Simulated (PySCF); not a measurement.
Consider C5H10OSi.

```csv
atom,x (Å),y (Å),z (Å)
C,2.8125,-0.0892,0.4846
C,1.5095,-0.2154,0.6587
C,0.4817,0.0081,-0.3931
C,-0.4564,-1.2074,-0.6167
Si,-1.9990,-0.0813,-0.5547
O,-3.2132,-0.4046,0.4806
C,-0.5786,1.0736,-0.0094
H,3.2305,0.1970,-0.4671
H,3.5181,-0.2628,1.2798
H,1.1171,-0.5019,1.6279
H,0.9661,0.2851,-1.3307
H,-0.3806,-1.9223,0.2034
H,-0.2375,-1.7517,-1.5317
H,-2.7326,0.1988,-1.7763
H,-3.0525,-0.5979,1.4011
H,-0.5539,1.2896,1.0594
H,-0.4381,2.0193,-0.5258
```

Geometry: GFN2-xTB.

Computed with CAM-B3LYP/def2-SVPD, SCF density, gas phase in PySCF.

### What will maps of the electron density and electron localisation function show?

C–C (1.32 Å): the density is about 2.4 e/Å³ at the midpoint; the ELF peaks at about 0.95 between the atoms: a short, multiple covalent bond.
Si–O (1.63 Å): ρ at the midpoint is about 1.2 e/Å³; the ELF peaks at about 0.90 between the atoms, as expected for a short, strongly polar bond.
O–H (0.95 Å): the density is about 3.7 e/Å³ at the midpoint; the ELF climbs to about 1 towards the hydrogen, as it does in any bond to H: an ordinary covalent bond to hydrogen.
C–C (1.49 Å): ρ at the midpoint is about 1.8 e/Å³; the ELF peaks at about 0.95 between the atoms; a shared electron pair.

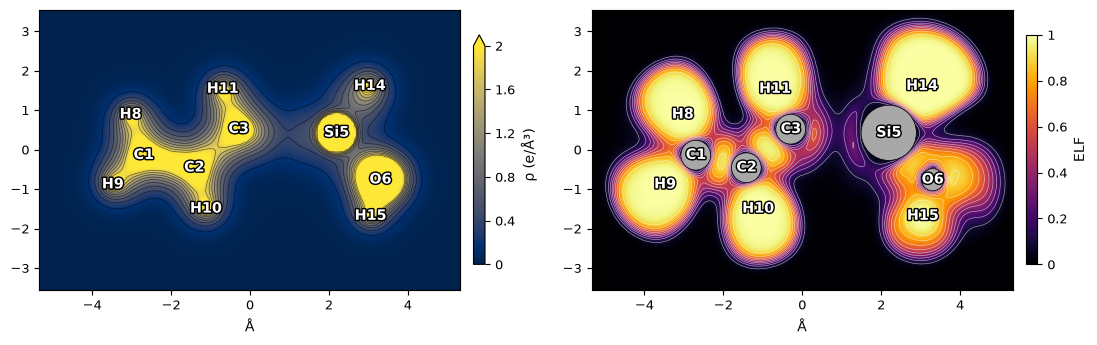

Computed electron density and electron localisation function on the plane of atoms O6, Si5 and H14, in this order. Grey discs cover the atomic cores in the ELF map. 
